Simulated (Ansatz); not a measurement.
# Si4H10 (SMILES [SiH3][SiH]([SiH3])[SiH3]): BLYP/6-31G(d) (spherical functions)

Aim: the vertical singlet–triplet gap of Si4H10 at BLYP/6-31G* (spherical functions), from 2 runs. 

The results are computed with Ansatz 0.2.0.

37 further runs of the same task are left out: 3 that didn't finish, 34 set aside as unsound or not needed.

### 1 Starting point

Si4H10 has 14 atoms, charge 0, and is taken as a singlet. As SMILES, `[SiH3][SiH]([SiH3])[SiH3]`. Geometry: relaxed at PBE0-D4/def2-TZVP.

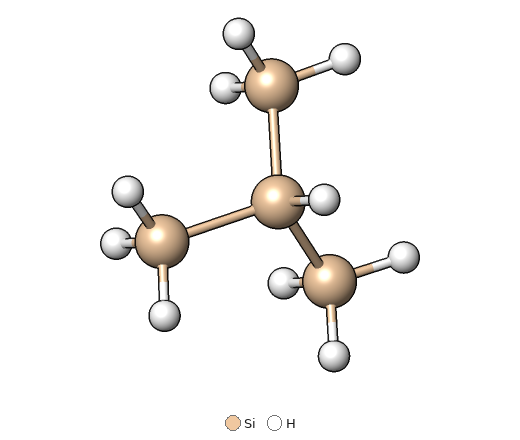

The structure, seen from a chosen angle (silicon light orange, hydrogen white).

### 2 A single-point energy at BLYP/6-31G(d) (spherical functions)

The input, run.yaml:

```yaml
crystal:
  periodic: [false, false, false]
  atoms:
    - {symbol: Si, position_ang: [-1.586600, 0.449770, -1.468220]}
    - {symbol: Si, position_ang: [-0.437700, -0.033320, 0.509060]}
    - {symbol: Si, position_ang: [1.124000, 1.651140, 0.941090]}
    - {symbol: Si, position_ang: [0.660040, -2.085920, 0.297480]}
    - {symbol: H, position_ang: [-2.588800, -0.607930, -1.768740]}
    - {symbol: H, position_ang: [-2.287510, 1.758070, -1.365710]}
    - {symbol: H, position_ang: [-0.615640, 0.517850, -2.593590]}
    - {symbol: H, position_ang: [-1.409520, -0.107160, 1.639330]}
    - {symbol: H, position_ang: [2.091010, 1.722300, -0.187470]}
    - {symbol: H, position_ang: [1.875310, 1.366450, 2.193260]}
    - {symbol: H, position_ang: [0.452630, 2.971990, 1.075490]}
    - {symbol: H, position_ang: [1.404530, -2.417500, 1.542160]}
    - {symbol: H, position_ang: [1.628750, -2.008150, -0.829180]}
    - {symbol: H, position_ang: [-0.310500, -3.177580, 0.015050]}
basis:
  gaussian:
    orbitals: 6-31G_st_-spherical.json
hamiltonian:
  xc: {name: BLYP}
accuracy: high
output:
  orbitals: {seedname: orbitals}
```

The basis set 6-31G* is read from a file made from the Basis Set Exchange's data (not shown).

Run with:

```bash
ansatz run run.yaml --threads 1 --pin off --max-ram 3480MiB --events-out events.jsonl --progress --plain --runs-dir runs
```

What it wrote:

```text
Warning: RAYON_NUM_THREADS=1 ignored (pool sized by the plan → 1); use --threads N
Functional definition: BLYP
  name "BLYP"
  parameter beta = 0.0042
  parameter a = 0.04918
  parameter b = 0.132
  parameter c = 0.2533
  parameter d = 0.349
  exchange = b88_x(beta = beta)
  correlation = lyp_c(a = a, b = b, c = c, d = d)
2157 factors; integrals over basis functions are off by at most 8.4e-9 eV
mean field evaluation 1: about -31667.7862 eV, gradient 1.9e1 eV
mean field evaluation 2: about -31669.1326 eV, gradient 9.7e0 eV
mean field evaluation 4: about -31669.5523 eV, gradient 6.5e-1 eV
mean field evaluation 8: about -31669.5328 eV, gradient 1.3e-2 eV
mean field evaluation 16: about -31669.5328 eV, gradient 2.6e-6 eV
mean field -31669.53282334 eV, -1163.8338648774 hartree, gradient 5.7e-8 eV, S^2 0.000000; 0 other end points of the search recorded, 0 dependent functions left out
reference -31669.53290179 eV, -1163.8338677604 hartree; 33, 33 occupied and 59, 59 virtual orbitals, 2157 factors
Total energy: -31669.53290179 eV, -1163.8338677604 hartree
```

Wall time 6 s (1 thread of Intel Xeon 6975P-C (Granite Rapids), shared host); peak memory 0.28 GiB.

### 3 The triplet at the same level

The input, input.yaml:

```yaml
crystal:
  periodic: [false, false, false]
  atoms:
    - {symbol: Si, position_ang: [-1.586600, 0.449770, -1.468220]}
    - {symbol: Si, position_ang: [-0.437700, -0.033320, 0.509060]}
    - {symbol: Si, position_ang: [1.124000, 1.651140, 0.941090]}
    - {symbol: Si, position_ang: [0.660040, -2.085920, 0.297480]}
    - {symbol: H, position_ang: [-2.588800, -0.607930, -1.768740]}
    - {symbol: H, position_ang: [-2.287510, 1.758070, -1.365710]}
    - {symbol: H, position_ang: [-0.615640, 0.517850, -2.593590]}
    - {symbol: H, position_ang: [-1.409520, -0.107160, 1.639330]}
    - {symbol: H, position_ang: [2.091010, 1.722300, -0.187470]}
    - {symbol: H, position_ang: [1.875310, 1.366450, 2.193260]}
    - {symbol: H, position_ang: [0.452630, 2.971990, 1.075490]}
    - {symbol: H, position_ang: [1.404530, -2.417500, 1.542160]}
    - {symbol: H, position_ang: [1.628750, -2.008150, -0.829180]}
    - {symbol: H, position_ang: [-0.310500, -3.177580, 0.015050]}
basis:
  gaussian:
    orbitals: 6-31G_st_-spherical.json
magnetization:
  spin_polarized: true
  initial_magnetization: 2
hamiltonian:
  xc: {name: BLYP}
accuracy: high
output: {orbitals: {seedname: orbitals}}
```

The basis set 6-31G* is read from a file made from the Basis Set Exchange's data (not shown).

Run with:

```bash
ansatz run input.yaml --threads 1 --pin off --max-ram 3480MiB --events-out events.jsonl --progress --plain --runs-dir runs
```

What it wrote (excerpt; [...] marks lines left out):

```text
Warning: RAYON_NUM_THREADS=1 ignored (pool sized by the plan → 1); use --threads N
[... 2 set-up lines as earlier in the session ...]
[...]
2157 factors; integrals over basis functions are off by at most 8.4e-9 eV
[...]
mean field -31663.65943253 eV, -1163.6180217464 hartree, gradient 4.7e-8 eV, S^2 2.002985; 8 other end points of the search recorded, 0 dependent functions left out
reference -31663.65951188 eV, -1163.6180246623 hartree; 34, 32 occupied and 58, 60 virtual orbitals, 2157 factors
Total energy: -31663.65951188 eV, -1163.6180246623 hartree
```

Run time: 60 s. Hardware: 1 thread of Intel Xeon 6975P-C (Granite Rapids), shared host; peak memory 0.39 GiB.

### 4 Summary of results

At BLYP/6-31G* (spherical functions):

```
                                        quantity           value
                           singlet: total energy  -1163.83387 Eh
                            singlet: HOMO energy        -6.69 eV
                            singlet: LUMO energy        -0.52 eV
                          singlet: HOMO–LUMO gap         6.17 eV
                           triplet: total energy  -1163.61802 Eh
     triplet: HOMO energy (highest over α and β)        -1.14 eV
                                   triplet: ⟨S²⟩           2.003
vertical energy of the triplet above the singlet        5.873 eV
```

At this shape the triplet lies 5.87 eV (135 kcal/mol) above the singlet.
